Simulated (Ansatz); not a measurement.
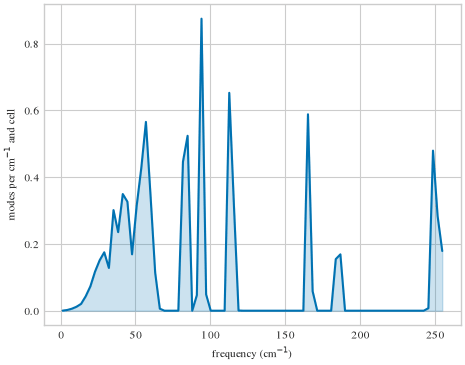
Figure. Phonon density of states of Cs₂PdBr₆ (Fm-3m); finite displacements on a 2×2×2 mesh, DFT at the PBEsol level (Ansatz, a program for electronic structure), k mesh 4×4×4

The cell is a database entry relaxed within its symmetry; it need not be the phase found at ambient conditions. Dynamical quadrupoles are not included in the interpolation of the phonons between the solved wave vectors.

Problem. Where is the tallest peak, and is there a gap in the spectrum?

Solution. The tallest peak lies near 94 cm⁻¹. There is at least one gap; the lowest begins near 69 cm⁻¹.

The PAW data sets were generated under PBE and serve the other functionals too.
